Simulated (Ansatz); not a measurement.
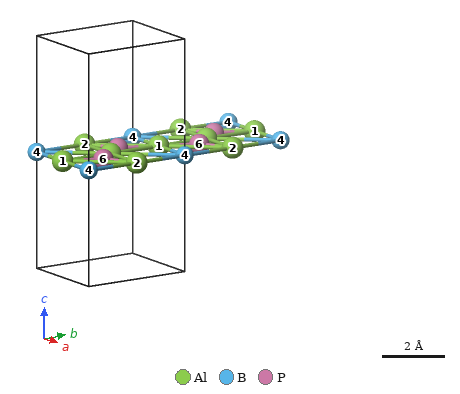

Starting structure of crystalline Al$_{3}$BP$_{2}$ (a generated structure, set up in P6/mmm) (coarse preliminary run). A ball-and-stick model of the cell of the calculation, repeated 1 × 2 × 1 with one cell outlined, seen slightly off an axis.

The calculation used DFT PBE, scalar-relativistic, plane waves, PAW in Ansatz.

The input:
```yaml
crystal:
  lattice:
    - [4.86443288, 0.0, 0.0]
    - [-2.43221644, 4.21272245, 0.0]
    - [0.0, 0.0, 7.60148533]
  atoms:
    - { symbol: Al, position: [0.5, 0.0, 0.5] }
    - { symbol: Al, position: [0.0, 0.5, 0.5] }
    - { symbol: Al, position: [0.5, 0.5, 0.5] }
    - { symbol: B, position: [0.0, 0.0, 0.5] }
    - { symbol: P, position: [0.33333333, 0.66666667, 0.5] }
    - { symbol: P, position: [0.66666667, 0.33333333, 0.5] }
basis:
  ecutwfc: 420
kpoints:
  mp_grid: { grid: [6, 6, 2] }
hamiltonian:
  xc: pbe
scf:
  occupations: { method: gaussian, width: 0.1 }
  lower_state_search: "off"
output:
  forces: true
  stress: true
  eigenvalues: true
relax:
  adjacent_minimum: "off"
  f_tol: 0.04
  max_steps: 70
  cell: { stress_tol: 0.4 }
```

Run as
```bash
ansatz run input.yaml --threads 1 --pin off --max-ram 2560MiB --backend cpu --events-out ev --progress --plain --runs-dir out
```

What does the optimiser find from here?

The energy falls by 14256 meV per atom in 19 accepted moves (21 points after the start). All forces vanish by symmetry, so only the cell relaxes. Pressure: 162.25 GPa at the start and 0.35 GPa at the end. At 2 points the geometry stayed and the basis and grid were re-selected for the new cell (energy shift of 299 meV per atom at most each time). No atom moves by more than 0.005 Å relative to the cell. The volume changes by +70.7 %, with a = b 4.864 → 7.713 Å (+58.6 %), c 7.601 → 5.161 Å (−32.1 %). Near-neighbour distances that change, for instance: P5–P6 2.808 → 4.453 Å, Al1–Al2 2.432 → 3.857 Å, Al1–B4 2.432 → 3.857 Å, Al1–P5 1.404 → 2.227 Å. Bonds break: Al1–Al2 (2.43 → 3.86 Å), Al1–Al3 (2.43 → 3.86 Å), Al1–B4 (2.43 → 3.86 Å), Al2–Al3 (2.43 → 3.86 Å). The space group stays P6/mmm (No. 191).

The structure at the end:

```xyz
6
Lattice="7.7131 0.0000 0.0000 -3.8566 6.6798 0.0000 0.0000 0.0000 5.1614" Properties=species:S:1:pos:R:3 pbc="T T T"
Al    3.8566    0.0000    2.5807
Al    5.7849    3.3399    2.5807
Al    1.9283    3.3399    2.5807
B     7.7131    0.0000    2.5807
P     0.0000    4.4532    2.5807
P     3.8566    2.2266    2.5807
```

The end point in the same view:

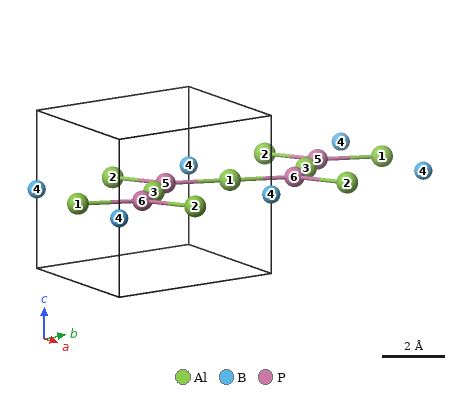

Limits of the set-up: the k-point mesh is coarse for a cell with partly filled bands.
